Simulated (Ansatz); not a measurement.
# BLYP/6-31G(d) (spherical functions) run of AlGeNH4O (SMILES [NH2][GeH]1[O][AlH]1)

Aim: the energy change on altering one bond length of AlGeNH4O at BLYP/6-31G* (spherical functions), from 2 runs. 

Program for the calculation: Ansatz 0.2.0.

128 further runs of the same task are left out: 128 set aside as unsound or not needed.

### 1 The structure to begin with

AlGeNH4O has 8 atoms, charge 0, and is taken as a singlet. SMILES: `[NH2][GeH]1[O][AlH]1`. The shape is that of a PBE0-D4/def2-TZVP optimisation. This is one conformer, not always the lowest.

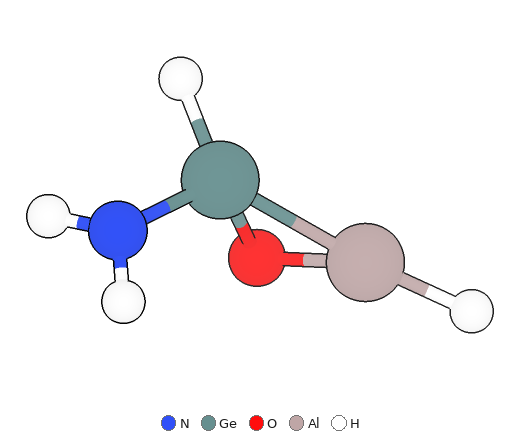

Viewed from a chosen angle; nitrogen blue, germanium teal, oxygen red, aluminium light grey, hydrogen white.

### 2 The energy at BLYP/6-31G(d) (spherical functions)

Contents of run.yaml:

```yaml
crystal:
  periodic: [false, false, false]
  atoms:
    - {symbol: N, position_ang: [-1.000700, 1.330400, 0.514400]}
    - {symbol: Ge, position_ang: [0.239100, 0.000100, 0.626900]}
    - {symbol: O, position_ang: [1.177500, -0.346000, -0.983500]}
    - {symbol: Al, position_ang: [0.431500, -1.856900, -0.769100]}
    - {symbol: H, position_ang: [-0.662600, 2.276400, 0.611900]}
    - {symbol: H, position_ang: [-1.682100, 1.271200, -0.226100]}
    - {symbol: H, position_ang: [1.237900, 0.511900, 1.685400]}
    - {symbol: H, position_ang: [0.351700, -3.244100, -1.515600]}
basis:
  gaussian: {orbitals: 6-31G_st_-spherical.json}
hamiltonian: {xc: {name: BLYP}}
accuracy: high
output: {orbitals: {seedname: orbitals}}
```

The basis set 6-31G* is read from a file made from the Basis Set Exchange's data (not shown).

Command:

```sh
ansatz run run.yaml --threads 1 --pin off --max-ram 3480MiB --events-out events.jsonl --progress --plain --runs-dir runs
```

Log:

```text
Warning: RAYON_NUM_THREADS=1 ignored (pool sized by the plan → 1); use --threads N
Functional definition: BLYP
  name "BLYP"
  parameter beta = 0.0042
  parameter a = 0.04918
  parameter b = 0.132
  parameter c = 0.2533
  parameter d = 0.349
  exchange = b88_x(beta = beta)
  correlation = lyp_c(a = a, b = b, c = c, d = d)
1871 factors; integrals over basis functions are off by at most 4.7e-9 eV
mean field evaluation 1: about -66692.4375 eV, gradient 9.5e1 eV
mean field evaluation 2: about -66487.8841 eV, gradient 2.3e2 eV
mean field evaluation 4: about -66705.7129 eV, gradient 4.8e1 eV
mean field evaluation 8: about -66710.1363 eV, gradient 5.2e-1 eV
mean field evaluation 16: about -66710.1292 eV, gradient 4.2e-4 eV
mean field -66710.12920959 eV, -2451.5520307030 hartree, gradient 1.1e-8 eV, S^2 0.000000; 0 other end points of the search recorded, 0 dependent functions left out
reference -66710.12926551 eV, -2451.5520327579 hartree; 32, 32 occupied and 54, 54 virtual orbitals, 1871 factors
Total energy: -66710.12926551 eV, -2451.5520327579 hartree
```

Run time: 7.8 s. Hardware: 1 thread of Arm Neoverse V2, shared host; peak memory 0.22 GiB.

### 3 The distorted shape, same level

Contents of run.yaml:

```yaml
crystal:
  periodic: [false, false, false]
  atoms:
    - {symbol: "N", position_ang: [-1.169755, 0.857386, 0.465649]}
    - {symbol: Ge, position_ang: [0.070045, -0.472914, 0.578149]}
    - {symbol: O, position_ang: [1.008445, -0.819014, -1.032251]}
    - {symbol: Al, position_ang: [0.262445, -2.329914, -0.817851]}
    - {symbol: H, position_ang: [-0.662600, 2.276400, 0.611900]}
    - {symbol: H, position_ang: [-1.851155, 0.798186, -0.274851]}
    - {symbol: H, position_ang: [1.068845, 0.038886, 1.636649]}
    - {symbol: H, position_ang: [0.182645, -3.717114, -1.564351]}
basis:
  gaussian:
    orbitals: 6-31G_st_-spherical.json
hamiltonian:
  xc: {name: BLYP}
accuracy: high
output: {orbitals: {seedname: orbitals}}
```

The basis set 6-31G* is read from a file made from the Basis Set Exchange's data (not shown).

Command:

```sh
ansatz run run.yaml --threads 1 --pin off --max-ram 3480MiB --events-out events.jsonl --progress --plain --runs-dir runs
```

Log, shortened:

```text
Warning: RAYON_NUM_THREADS=1 ignored (pool sized by the plan → 1); use --threads N
[... 9 set-up lines as earlier in the session ...]
1870 factors; integrals over basis functions are off by at most 4.6e-9 eV
mean field evaluation 1: about -66689.2892 eV, gradient 9.6e1 eV
mean field evaluation 2: about -66471.5366 eV, gradient 2.3e2 eV
mean field evaluation 4: about -66702.1618 eV, gradient 5.2e1 eV
mean field evaluation 8: about -66708.1753 eV, gradient 8.1e-1 eV
mean field evaluation 16: about -66708.1703 eV, gradient 8.8e-4 eV
mean field -66708.17034963 eV, -2451.4800439269 hartree, gradient 3.7e-8 eV, S^2 0.000000; 0 other end points of the search recorded, 0 dependent functions left out
reference -66708.17040727 eV, -2451.4800460453 hartree; 32, 32 occupied and 54, 54 virtual orbitals, 1870 factors
Total energy: -66708.17040727 eV, -2451.4800460453 hartree
```

It took 7.5 s on 1 thread of Arm Neoverse V2, shared host; peak memory 0.22 GiB.

### 4 Results

Level: BLYP/6-31G* (spherical functions).

```
                                                         quantity           value
                                        first shape: total energy  -2451.55203 Eh
                                         first shape: HOMO energy        -4.91 eV
                                         first shape: LUMO energy        -1.78 eV
                                       first shape: HOMO–LUMO gap         3.13 eV
                                    distorted shape: total energy  -2451.48005 Eh
                                     distorted shape: HOMO energy        -5.02 eV
                                     distorted shape: LUMO energy        -2.24 eV
                                   distorted shape: HOMO–LUMO gap         2.78 eV
energy change with the N1–H5 bond stretched from 1.009 to 1.514 Å        1.959 eV
```

What this shows: With the N1–H5 bond stretched from 1.009 to 1.514 Å the energy rises by 1.96 eV (45 kcal/mol). The first shape isn't relaxed at this level, so the change isn't measured from a minimum.
